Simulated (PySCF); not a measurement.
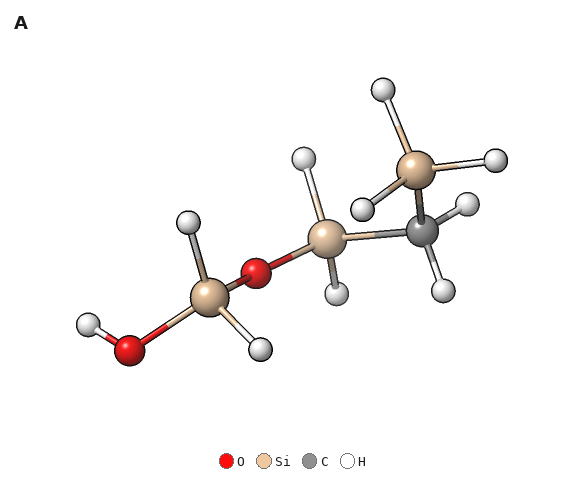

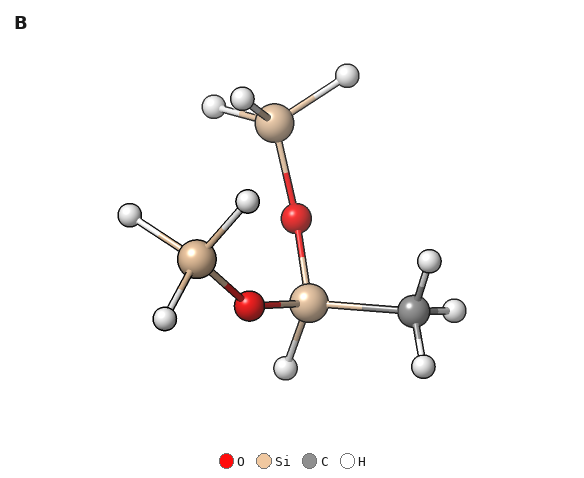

2 stationary structures of one formula. Geometries: PBE0-D3(BJ)/def2-SVP. Electronic energies: ωB97X-D/pcSseg-1 (PySCF 2.14.0), without zero-point energy. No frequency run is at hand to confirm each as a minimum. Each is one conformer, not always the lowest.

Are they conformers, stereoisomers or constitutional isomers?

They are constitutional isomers of CH10O2Si3: A `O[SiH2]O[SiH2]C[SiH3]`, B `C[SiH](O[SiH3])O[SiH3]`.

Which is lowest in energy, and by how much?

B is lowest; A lies 0.983 eV above it.

Give E(B) − E(A) in eV at these levels too: PBE0/def2-SVPD; PBE0/pcSseg-1; PBE0-D3(BJ)/def2-SVP; ωB97X-D/pcSseg-1.

```csv
level,E(B) − E(A) (eV)
PBE0/def2-SVPD,−0.823
PBE0/pcSseg-1,−0.958
PBE0-D3(BJ)/def2-SVP,−0.944
ωB97X-D/pcSseg-1,−0.983
```
